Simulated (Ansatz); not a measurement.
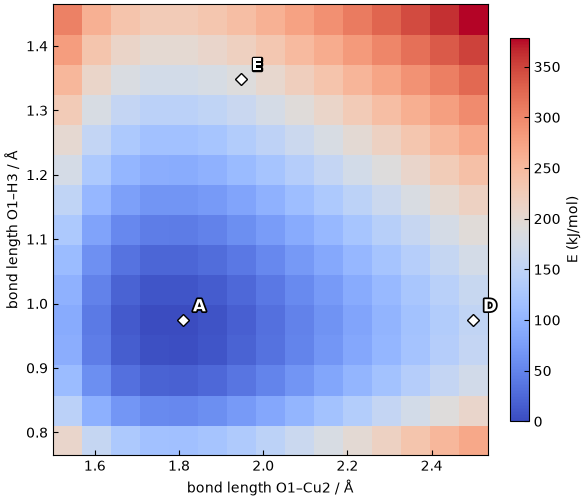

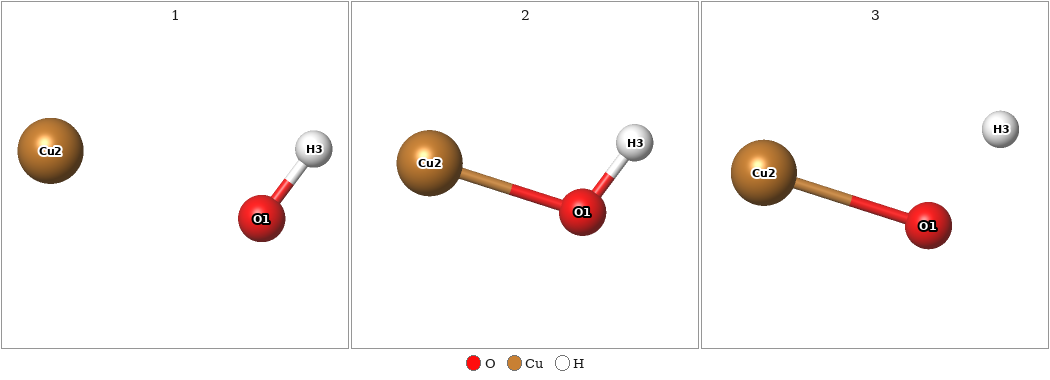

CuHO, SMILES [OH][Cu]. Coordinates scanned: (1) bond length O1–Cu2; (2) bond length O1–H3. Nothing is relaxed (all other coordinates rigid). The scan uses a 15 × 15 grid. Energies are in kJ/mol, from the lowest grid point. The reference is spin-restricted, which grows unreliable where a bond is stretched far. Computed with Ansatz 0.2.0, RKS PBE0-D4/def2-TZVP.

The picture shows one coloured cell a grid point, lettered points. The numbered pictures are the structures at these points, in random order.

Question: Which structure belongs to which point?

Answer: A is structure 2: bond length O1–Cu2 = 1.810 Å, bond length O1–H3 = 0.975 Å, 0 kJ/mol; D is structure 1: bond length O1–Cu2 = 2.499 Å, bond length O1–H3 = 0.975 Å, 153 kJ/mol; E is structure 3: bond length O1–Cu2 = 1.948 Å, bond length O1–H3 = 1.349 Å, 191 kJ/mol.
